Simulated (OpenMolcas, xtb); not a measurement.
## A ladder of methods for CH2N2 (cyanamide)

The species is CH2N2 (5 atoms), meant as a singlet with charge 0. SMILES: `N#CN`. The coordinates come from a PBE0-D4/def2-TZVP relaxation.

Quantity: the dipole moment, in D. The values are calculated.

**What was measured.** NIST CCCBDB gives the dipole moment of the gas as 4.32 D.

```
           level            kind     program  value (D)  computed − measured   CPU time
        GFN0-xTB  semi-empirical         xtb       7.03                +2.71  under 2 s
    HF/def2-TZVP    Hartree–Fock  OpenMolcas       4.81                +0.49       14 s
 SVWN5/def2-TZVP             LDA  OpenMolcas       4.72                +0.40       28 s
revPBE/def2-TZVP             GGA  OpenMolcas       4.59                +0.27       38 s
r2SCAN/def2-TZVP        meta-GGA  OpenMolcas       4.72                +0.40       47 s
 BHLYP/def2-TZVP   global hybrid  OpenMolcas       4.71                +0.39       34 s
```

Nearest: revPBE/def2-TZVP (+0.27 D); farthest: GFN0-xTB (+2.71 D). The measured dipole is a vibrational average, so differences of a few hundredths of a debye mean little. Computed less measured by kind, in D (def2-TZVP rows): semi-empirical +2.71; Hartree–Fock +0.49; LDA +0.40; GGA +0.27; meta-GGA +0.40; global hybrid +0.39. Times are those of the runs behind each value, whatever else they computed, on shared processors of several kinds: orders of magnitude only.

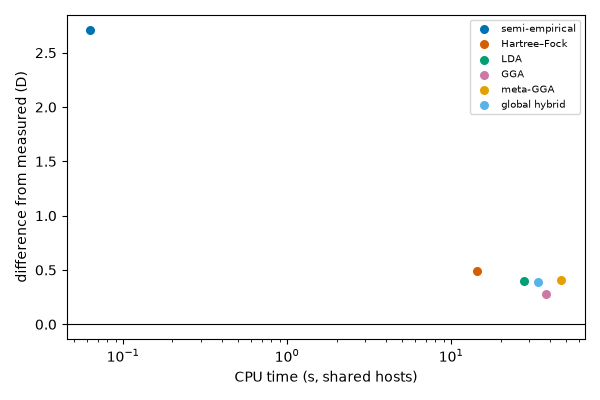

Difference from the measured value against processor time, one point a level.
